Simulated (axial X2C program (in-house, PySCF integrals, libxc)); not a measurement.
# All-electron X2C curves of CdNa

Aim: find the lowest determinant of CdNa, scan the bond at several levels and fit the constants, once spin-free and once with spin–orbit coupling.

Program: an in-house X2C program for linear molecules on PySCF integrals. Level of theory: all-electron X2C, Cd dyall-cv3z, Na dyall-cv3z. These are calculated values, not measurements.

## Step 1: Input

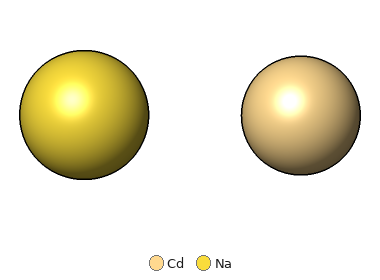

The two atoms at 2.910 Å (cadmium orange, sodium yellow).

task.json

```json
{"zs": [48, 11], "q": 0, "bas": ["dyall-cv3z", "dyall-cv3z"], "levels": ["PBE0", "HF", "PBEsol"], "cc": true, "r0": 2.91, "thr": -1.0, "nmax": 90, "npts": 10, "nst": 2, "ntry": 6}
```

Keys: zs atomic numbers; q charge; bas basis sets; levels methods (HF also brings MP2); cc coupled cluster on or off; r0 starting distance in Å; thr threshold in hartree for freezing inner shells (an s shell follows its p shell); nmax most natural virtual spinors; npts points asked for on the curve; nst determinants followed; ntry starts of the search.

The run is started by

```bash
python so2c.py task.json out
```

Spin-free means the one-electron spin-free X2C Hamiltonian; two-component (2c) means X2C with spin–orbit coupling and atomic mean-field two-electron Coulomb and Gaunt terms. Basis: Cd dyall-cv3z contracted to [12s12p8d5f3g], Na dyall-cv3z contracted to [9s8p5d2f]; Gaussian nuclei, density fitting. Masses: Cd 113.903 u, Na 22.990 u.

Notation: σ, π±, δ± give the projection m of an orbital's angular momentum (0, ±1, ±2), α and β its spin, Λ and M_S the sums; ω is the projection of a spinor's total angular momentum and Ω the sum. Logs are in hartree.

The results follow Hamiltonian by Hamiltonian and level by level.

## Step 2: State search with PBE0

PBE0 moves the distance from 2.910 Å to 3.428 Å and compares determinants there.

Spin-free determinants:

```tsv
ΔE (eV)	state	open shells
0.00	M_S = 1/2, Λ = 0	beyond closed shells: σα
1.52	M_S = 1/2, Λ = 1	beyond closed shells: π+α
3.55	M_S = 3/2, Λ = 1	beyond closed shells: 2 × σα, π+α
4.03	M_S = 3/2, Λ = 0	beyond closed shells: 3 × σα
4.30	M_S = 1/2, Λ = 1	beyond closed shells: 2 × σα, π+β
5.39	M_S = 1/2, Λ = 2	beyond closed shells: δ+α
```

Two-component determinants:

```
ΔE (eV)    state                                  open shells
   0.00  Ω = 1/2                excess of +ω over −ω: ω = 1/2
   1.54  Ω = 3/2                excess of +ω over −ω: ω = 3/2
   3.61  Ω = 5/2   excess of +ω over −ω: 2 × ω = 1/2, ω = 3/2
   4.02  Ω = 3/2            excess of +ω over −ω: 3 × ω = 1/2
   4.34  Ω = 1/2  excess of +ω over −ω: 2 × ω = -1/2, ω = 3/2
   5.39  Ω = 5/2                excess of +ω over −ω: ω = 5/2
```

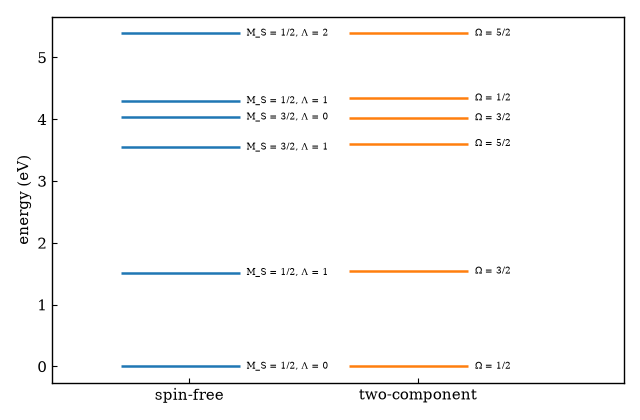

The determinants found, each set from its own lowest.

## Step 3: PBE0, spin-free

State followed: M_S = 1/2, Λ = 0 (beyond closed shells: σα). The scan is laid around 3.428 Å, a first estimate of the minimum, and this SCF restarts from the orbitals of the search.

The SCF at the reference distance of 3.428 Å:

```text
spin-free X2C-1e  PBE0
basis functions 222  fitting functions 974  grid points 5088
iter        total energy     max residual
   1      -5756.101408667     9.58e-06
   2      -5756.101408678     8.35e-06
   3      -5756.101408681     3.11e-06
   4      -5756.101408683     1.61e-06
   5      -5756.101408683     3.07e-07
converged
one-electron -8099.27317446  Coulomb 2431.68107812  exact exchange -41.83634942  xc functional -128.17983788  nuclear repulsion 81.50687496
```

Along the bond, energies from the lowest point:

```
R (Å)  E (eV)  μ (D)  HOMO (eV)  LUMO (eV)  iterations
2.982  0.0574   0.76      -3.41      -1.54          10
3.119  0.0214   0.76      -3.44      -1.56          10
3.222  0.0077   0.76      -3.46      -1.57          10
3.325  0.0012   0.75      -3.48      -1.58          10
3.428  0.0000   0.74      -3.50      -1.59           5
3.548  0.0038   0.72      -3.52      -1.59          11
3.668  0.0102   0.69      -3.54      -1.59          10
3.822  0.0215   0.66      -3.56      -1.58          11
4.011  0.0366   0.62      -3.58      -1.57          11
4.285  0.0585   0.54      -3.60      -1.53          11
```

Dipoles are positive if Na is the positive end.

Outer orbitals at the reference distance:

| symmetry | occupied | ε (eV) | atomic character |
| --- | --- | --- | --- |
| π-α | yes | -31.97 | 100% Na p |
| π+α | yes | -31.97 | 100% Na p |
| σα | yes | -31.96 | 100% Na p |
| π+β | yes | -31.90 | 100% Na p |
| π-β | yes | -31.90 | 100% Na p |
| σβ | yes | -31.89 | 100% Na p |
| δ+α | yes | -13.90 | 100% Cd d |
| δ-α | yes | -13.90 | 100% Cd d |
| σα | yes | -13.89 | 100% Cd d |
| δ-β | yes | -13.89 | 100% Cd d |
| δ+β | yes | -13.89 | 100% Cd d |
| π+α | yes | -13.89 | 100% Cd d |
| π-α | yes | -13.89 | 100% Cd d |
| π-β | yes | -13.87 | 100% Cd d |
| π+β | yes | -13.87 | 100% Cd d |
| σβ | yes | -13.86 | 100% Cd d |
| σα | yes | -6.64 | 78% Cd s, 10% Na s, 9% Na p |
| σβ | yes | -6.41 | 79% Cd s, 10% Na p, 7% Na s |
| σα | yes | -3.50 | 64% Na s, 26% Cd p, 5% Cd s |
| σβ | no | -1.59 | 51% Na s, 43% Cd p, 4% Cd s |
| π-α | no | -1.03 | 55% Cd p, 43% Na p |
| π+α | no | -1.03 | 55% Cd p, 43% Na p |
| σα | no | -0.97 | 44% Cd p, 39% Na p, 15% Na s |

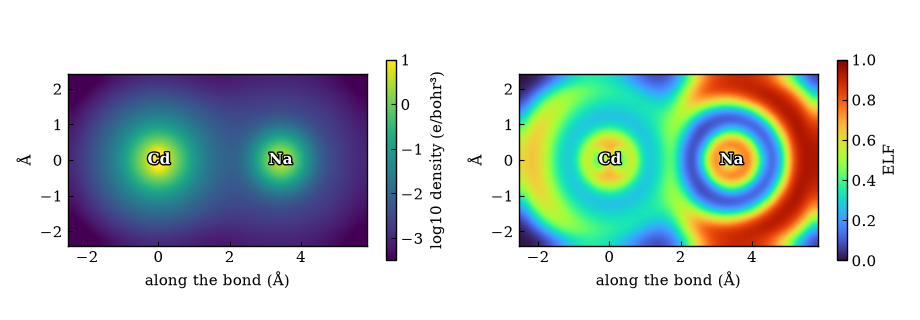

PBE0 fields in a plane through the axis, from a grid of 0.3 Å; Cd lies at z = 0 and Na at z = 3.428 Å; the ELF is damped to zero where the density is low.

Re = 3.400 Å, ωe = 75.0 cm⁻¹, Be = 0.07623 cm⁻¹, De = 0.129 eV, μ = 0.74 D.

## Step 4: HF, spin-free

The SCF at the reference distance of 3.428 Å:

```text
spin-free X2C-1e  HF
basis functions 222  fitting functions 974  grid points 5088
iter        total energy     max residual
   1      -5753.430619073     4.69e-01
   2      -5753.456106964     4.78e-03
   3      -5753.457073980     1.53e-03
   4      -5753.457246608     7.49e-04
   5      -5753.457298653     6.36e-04
   6      -5753.457353553     5.08e-04
   7      -5753.457407499     3.14e-04
   8      -5753.457433413     1.70e-04
   9      -5753.457440040     9.49e-05
  10      -5753.457441952     5.13e-05
  11      -5753.457442693     1.46e-05
  12      -5753.457442748     3.20e-06
  13      -5753.457442750     1.09e-06
converged
one-electron -8098.73328454  Coulomb 2431.23896379  exact exchange -167.46999695  xc functional 0.00000000  nuclear repulsion 81.50687496
```

No constants are quoted: the lowest point is the long end of the scan.

## Step 5: PBEsol, spin-free

The SCF at the reference distance of 3.428 Å:

```text
spin-free X2C-1e  PBEsol
basis functions 222  fitting functions 974  grid points 5088
iter        total energy     max residual
   1      -5752.943855418     3.08e-01
   2      -5752.949461589     9.69e-03
   3      -5752.948534506     1.53e-02
   4      -5752.950305226     1.26e-03
   5      -5752.950330732     2.84e-04
   6      -5752.950333108     1.89e-04
   7      -5752.950333497     2.05e-05
   8      -5752.950333510     5.07e-06
   9      -5752.950333512     2.30e-06
converged
one-electron -8098.38200941  Coulomb 2430.68992445  exact exchange 0.00000000  xc functional -166.76512352  nuclear repulsion 81.50687496
```

Re = 3.284 Å, ωe = 85.6 cm⁻¹, Be = 0.0817 cm⁻¹, De = 0.195 eV, μ = 0.92 D.

## Step 6: MP2 and beyond, spin-free

Correlated methods: 13 electrons correlated (frozen shells, counted by type: Cd 4 s, 3 p, 1 d; Na 2 s, 1 p), 297 virtual spinors in MP2, 89 natural virtuals in coupled cluster.

Output of the correlated part at 3.428 Å:

```text
correlated 13  virtual 297  natural virtual 89  E(MP2) -0.470561942  MP2 remainder -0.021131469
iter   CCSD correlation   residual
   1     -0.407223825   1.29e-01
   2     -0.418580504   4.66e-02
   3     -0.419779016   2.10e-02
   4     -0.419815633   6.79e-03
   5     -0.419933822   2.66e-03
   6     -0.419938636   8.73e-04
   7     -0.419934320   2.84e-04
   8     -0.419939566   1.36e-04
   9     -0.419937519   5.47e-05
  10     -0.419938289   1.45e-05
  11     -0.419938135   4.30e-06
  12     -0.419938218   1.35e-06
  13     -0.419938213   4.08e-07
(T) -0.016256965  T1 0.0353  D1 0.0862  max T2 0.081
```

T1 in the output is the amplitude norm over the root of the electron number; divide by √2 for the Lee–Taylor value.

MP2: No constants are quoted: the lowest point is the long end of the scan.

CCSD: No constants are quoted: too few points lie around the minimum for a second fit to confirm the first.

CCSD(T): No constants are quoted: too few points lie around the minimum for a second fit to confirm the first.

## Step 7: A higher determinant, spin-free

State: M_S = 1/2, Λ = 1 (beyond closed shells: π+α).

Output at the reference distance:

```text
spin-free X2C-1e  PBE0
basis functions 222  fitting functions 974  grid points 5088
iter        total energy     max residual
   1      -5756.045634352     6.76e-06
   2      -5756.045634358     3.62e-06
   3      -5756.045634360     2.96e-06
converged
one-electron -8098.76673360  Coulomb 2431.19637504  exact exchange -41.82886001  xc functional -128.15329075  nuclear repulsion 81.50687496
```

```
R (Å)  E above the lowest PBE0 point (eV)
2.982                               1.291
3.119                               1.349
3.222                               1.402
3.325                               1.459
3.428                               1.518
3.548                               1.587
3.668                               1.654
3.822                               1.734
4.011                               1.822
```

No constants are quoted: the lowest point is the short end of the scan.

## Step 8: The spin-free curves together

Energy (eV) of the followed determinant, spin-free, from each level's lowest point:

```
R (Å)   PBE0     HF    MP2   CCSD  CCSD(T)  PBEsol
2.982  0.057  0.198  0.150    n/a      n/a   0.034
3.119  0.021  0.133  0.100  0.052    0.052   0.008
3.222  0.008  0.099  0.074  0.030    0.030   0.001
3.325  0.001  0.074  0.055  0.016    0.016   0.000
3.428  0.000  0.055  0.040  0.007    0.008   0.004
3.548  0.004  0.039  0.027  0.002    0.002   0.014
3.668  0.010  0.028  0.018  0.000    0.000   0.025
3.822  0.022  0.018  0.009  0.000    0.000   0.043
4.011  0.037  0.009  0.003    n/a      n/a   0.064
4.285  0.058  0.000  0.000    n/a      n/a   0.095
```

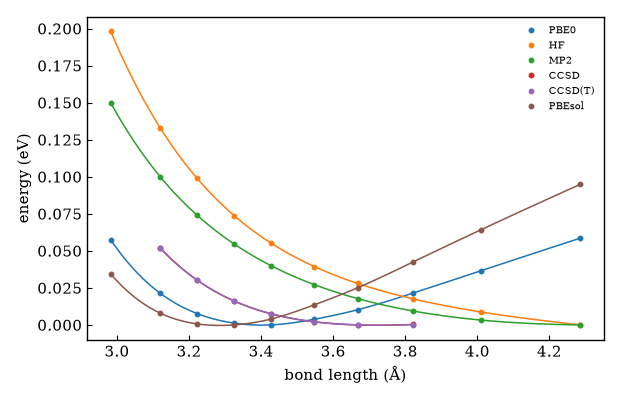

Curves of the followed state, spin-free, each from its own lowest point.

## Step 9: PBE0, 2c

State followed: Ω = 1/2 (excess of +ω over −ω: ω = 1/2). The scan is laid around 3.428 Å, a first estimate of the minimum, and this SCF restarts from the orbitals of the search.

The SCF at the reference distance of 3.428 Å:

```text
two-component X2C + atomic mean field  PBE0
basis functions 222  fitting functions 974  grid points 5088
iter        total energy     max residual
   1      -5753.745499955     2.22e-05
   2      -5753.745499959     2.80e-05
   3      -5753.745499966     1.90e-06
   4      -5753.745499967     9.66e-07
converged
one-electron -8092.64329522  Coulomb 2430.37349813  exact exchange -41.81248397  xc functional -128.10977511  nuclear repulsion 81.50687496  atomic mean-field constant -3.06031876
```

Along the bond, energies from the lowest point:

```
R (Å)  E (eV)  μ (D)  HOMO (eV)  LUMO (eV)  iterations
2.982  0.0570   0.77      -3.41      -1.54          10
3.119  0.0211   0.78      -3.44      -1.56          10
3.222  0.0075   0.77      -3.46      -1.58          10
3.325  0.0011   0.76      -3.48      -1.58          10
3.428  0.0000   0.74      -3.50      -1.59           4
3.548  0.0039   0.72      -3.52      -1.59          11
3.668  0.0104   0.70      -3.54      -1.59          10
3.822  0.0218   0.67      -3.56      -1.58          11
4.011  0.0369   0.62      -3.58      -1.57          11
4.285  0.0588   0.54      -3.60      -1.53          11
```

Dipoles are positive if Na is the positive end.

Outer spinors at the reference distance:

| ω | occupied | ε (eV) | atomic character | λ mixture |
| --- | --- | --- | --- | --- |
| -1/2 | yes | -32.05 | 100% Na p | 83% π, 17% σ |
| 1/2 | yes | -32.02 | 100% Na p | 51% σ, 49% π |
| 3/2 | yes | -31.91 | 100% Na p | 100% π |
| 1/2 | yes | -31.87 | 100% Na p | 51% π, 49% σ |
| -1/2 | yes | -31.85 | 100% Na p | 83% σ, 17% π |
| -3/2 | yes | -31.84 | 100% Na p | 100% π |
| -3/2 | yes | -14.31 | 100% Cd d | 81% δ, 19% π |
| 3/2 | yes | -14.31 | 100% Cd d | 80% δ, 20% π |
| 1/2 | yes | -14.30 | 100% Cd d | 58% π, 42% σ |
| -1/2 | yes | -14.30 | 100% Cd d | 62% π, 38% σ |
| 5/2 | yes | -13.64 | 100% Cd d | 100% δ |
| -5/2 | yes | -13.63 | 100% Cd d | 100% δ |
| 3/2 | yes | -13.63 | 100% Cd d | 80% π, 20% δ |
| 1/2 | yes | -13.62 | 100% Cd d | 58% σ, 42% π |
| -1/2 | yes | -13.61 | 100% Cd d | 62% σ, 38% π |
| -3/2 | yes | -13.61 | 100% Cd d | 81% π, 19% δ |
| 1/2 | yes | -6.63 | 78% Cd s, 10% Na s, 9% Na p | 100% σ |
| -1/2 | yes | -6.41 | 79% Cd s, 10% Na p, 7% Na s | 100% σ |
| 1/2 | yes | -3.50 | 64% Na s, 26% Cd p, 5% Cd s | 100% σ |
| -1/2 | no | -1.59 | 50% Na s, 44% Cd p, 4% Cd s | 100% σ |
| -1/2 | no | -1.06 | 57% Cd p, 41% Na p | 99% π, 1% σ |
| 3/2 | no | -1.00 | 53% Cd p, 45% Na p | 100% π |
| 1/2 | no | -0.99 | 47% Cd p, 36% Na p, 14% Na s | 91% σ, 9% π |

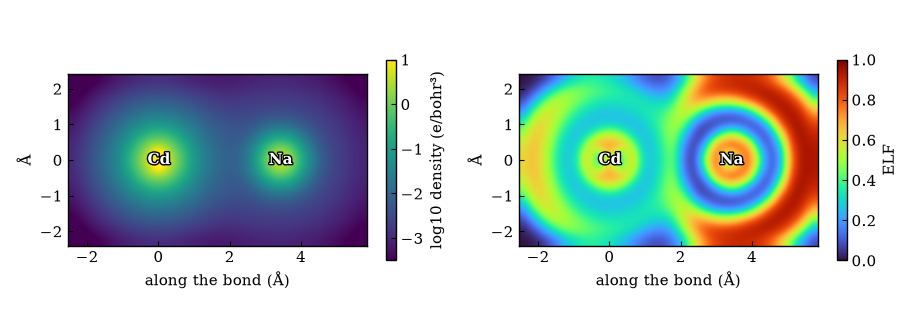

PBE0 fields in a plane through the axis, from a grid of 0.3 Å; Cd lies at z = 0 and Na at z = 3.428 Å; the ELF is damped to zero where the density is low.

Re = 3.398 Å, ωe = 75.1 cm⁻¹, Be = 0.07632 cm⁻¹, De = 0.130 eV, μ = 0.75 D.

## Step 10: HF, 2c

Output at 3.428 Å:

```text
two-component X2C + atomic mean field  HF
basis functions 222  fitting functions 974  grid points 5088
iter        total energy     max residual
   1      -5751.073176772     4.70e-01
   2      -5751.098667508     4.79e-03
   3      -5751.099637076     1.52e-03
   4      -5751.099811794     7.51e-04
   5      -5751.099864828     6.39e-04
   6      -5751.099921353     5.11e-04
   7      -5751.099978201     3.16e-04
   8      -5751.100006319     1.73e-04
   9      -5751.100014108     9.55e-05
  10      -5751.100016542     5.02e-05
  11      -5751.100017643     2.85e-05
  12      -5751.100017835     2.10e-05
  13      -5751.100017908     1.60e-05
  14      -5751.100017977     9.88e-06
  15      -5751.100018020     2.10e-06
  16      -5751.100018022     8.90e-07
  17      -5751.100018022     6.56e-07
converged
one-electron -8092.09983890  Coulomb 2429.92769118  exact exchange -167.37442650  xc functional 0.00000000  nuclear repulsion 81.50687496  atomic mean-field constant -3.06031876
```

No constants are quoted: the lowest point is the long end of the scan.

## Step 11: PBEsol, 2c

Output at 3.428 Å:

```text
two-component X2C + atomic mean field  PBEsol
basis functions 222  fitting functions 974  grid points 5088
iter        total energy     max residual
   1      -5750.590388191     3.09e-01
   2      -5750.595994693     9.68e-03
   3      -5750.595074462     1.53e-02
   4      -5750.596836041     1.27e-03
   5      -5750.596861642     2.85e-04
   6      -5750.596864054     1.90e-04
   7      -5750.596864448     2.02e-05
   8      -5750.596864462     4.97e-06
   9      -5750.596864464     2.28e-06
converged
one-electron -8091.75408309  Coulomb 2429.38438966  exact exchange 0.00000000  xc functional -166.67372723  nuclear repulsion 81.50687496  atomic mean-field constant -3.06031876
```

Re = 3.282 Å, ωe = 85.8 cm⁻¹, Be = 0.0818 cm⁻¹, De = 0.196 eV, μ = 0.93 D.

## Step 12: MP2 and beyond, 2c

Correlated methods: 13 electrons correlated (frozen shells, counted by type: Cd 4 s, 3 p, 1 d; Na 2 s, 1 p), 297 virtual spinors in MP2, 90 natural virtuals in coupled cluster.

Output of the correlated part at 3.428 Å:

```text
correlated 13  virtual 297  natural virtual 90  E(MP2) -0.470393238  MP2 remainder -0.020641663
iter   CCSD correlation   residual
   1     -0.407541284   1.29e-01
   2     -0.418922055   4.69e-02
   3     -0.420132454   2.13e-02
   4     -0.420177231   7.00e-03
   5     -0.420301030   2.74e-03
   6     -0.420305655   9.21e-04
   7     -0.420301076   3.14e-04
   8     -0.420306919   1.51e-04
   9     -0.420304545   5.88e-05
  10     -0.420305379   1.65e-05
  11     -0.420305206   5.84e-06
  12     -0.420305311   2.53e-06
  13     -0.420305300   1.11e-06
(T) -0.016295386  T1 0.0357  D1 0.0873  max T2 0.070
```

MP2: No constants are quoted: the lowest point is the long end of the scan.

CCSD: No constants are quoted: too few points lie around the minimum for a second fit to confirm the first.

CCSD(T): No constants are quoted: too few points lie around the minimum for a second fit to confirm the first.

## Step 13: A higher determinant, 2c

State: Ω = 3/2 (excess of +ω over −ω: ω = 3/2).

Output at the reference distance:

```text
two-component X2C + atomic mean field  PBE0
basis functions 222  fitting functions 974  grid points 5088
iter        total energy     max residual
   1      -5753.688903395     8.56e-06
   2      -5753.688903404     7.19e-06
   3      -5753.688903407     2.71e-06
   4      -5753.688903408     1.63e-06
converged
one-electron -8092.04014184  Coulomb 2429.79188334  exact exchange -41.80481288  xc functional -128.08238822  nuclear repulsion 81.50687496  atomic mean-field constant -3.06031876
```

```
R (Å)  E above the lowest PBE0 point (eV)
2.982                               1.322
3.119                               1.377
3.222                               1.428
3.325                               1.483
3.428                               1.540
3.548                               1.607
3.668                               1.672
3.822                               1.750
4.011                               1.835
```

No constants are quoted: the lowest point is the short end of the scan.

## Step 14: The 2c curves together

Energy (eV) of the followed determinant, 2c, from each level's lowest point:

```
R (Å)   PBE0     HF    MP2   CCSD  CCSD(T)  PBEsol
2.982  0.057  0.197  0.151    n/a      n/a   0.034
3.119  0.021  0.132  0.101  0.052    0.052   0.008
3.222  0.007  0.098  0.075  0.030    0.030   0.001
3.325  0.001  0.073  0.056  0.016    0.016   0.000
3.428  0.000  0.055  0.041  0.007    0.007   0.004
3.548  0.004  0.039  0.028  0.002    0.002   0.014
3.668  0.010  0.028  0.019  0.000    0.000   0.025
3.822  0.022  0.017  0.010  0.000    0.000   0.043
4.011  0.037  0.009  0.004    n/a      n/a   0.065
4.285  0.059  0.000  0.000    n/a      n/a   0.095
```

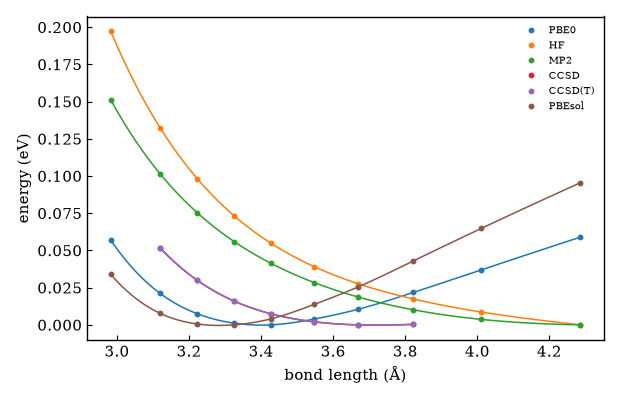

Curves of the followed state, 2c, each from its own lowest point.

Time for the job: 2.7 min (1 thread of Arm Neoverse V1, shared host).

## Step 15: Results

Lowest determinant that the search found at its distance, spin-free: M_S = 1/2, Λ = 0 (beyond closed shells: σα).

Lowest determinant that the search found at its distance, 2c: Ω = 1/2 (excess of +ω over −ω: ω = 1/2).

```json
{"Hamiltonian": "spin-free", "level": "PBE0", "Re (Å)": "3.400", "ωe (cm⁻¹)": "75.0", "De (eV)": "0.129", "μ (D)": "0.74"}
{"Hamiltonian": "spin-free", "level": "PBEsol", "Re (Å)": "3.284", "ωe (cm⁻¹)": "85.6", "De (eV)": "0.195", "μ (D)": "0.92"}
{"Hamiltonian": "2c", "level": "PBE0", "Re (Å)": "3.398", "ωe (cm⁻¹)": "75.1", "De (eV)": "0.130", "μ (D)": "0.75"}
{"Hamiltonian": "2c", "level": "PBEsol", "Re (Å)": "3.282", "ωe (cm⁻¹)": "85.8", "De (eV)": "0.196", "μ (D)": "0.93"}
```

Dipoles are positive if Na is the positive end. No constants: spin-free HF (the lowest point is the long end of the scan); spin-free MP2 (the lowest point is the long end of the scan); spin-free CCSD (too few points lie around the minimum for a second fit to confirm the first); spin-free CCSD(T) (too few points lie around the minimum for a second fit to confirm the first); 2c HF (the lowest point is the long end of the scan); 2c MP2 (the lowest point is the long end of the scan); 2c CCSD (too few points lie around the minimum for a second fit to confirm the first); 2c CCSD(T) (too few points lie around the minimum for a second fit to confirm the first).

Time per point (s) on 1 thread of Arm Neoverse V1, shared host (2c runs); the times are rough: PBE0 0.77, PBEsol 0.33.

In words: At PBE0, going from spin-free to two-component changes Re by -2 mÅ, ωe by +0.2 %; the spin-free picture holds up (part of it comes from the scalar share of the two-electron terms). De moves by 0.00 eV; both De rest on single-determinant atoms, which can miss part of an open shell's spin–orbit lowering.

De refers to Cd + Na, each in the lowest determinant found, which need not be this curve's own limit. Each curve is one determinant whose occupation by symmetry is held fixed; it was picked as the lowest of a PBE0 search that is not exhaustive. Dissociation energies refer to the lowest single-determinant-based atoms at the same level and basis. Density functionals use the spin component along the axis (collinear).
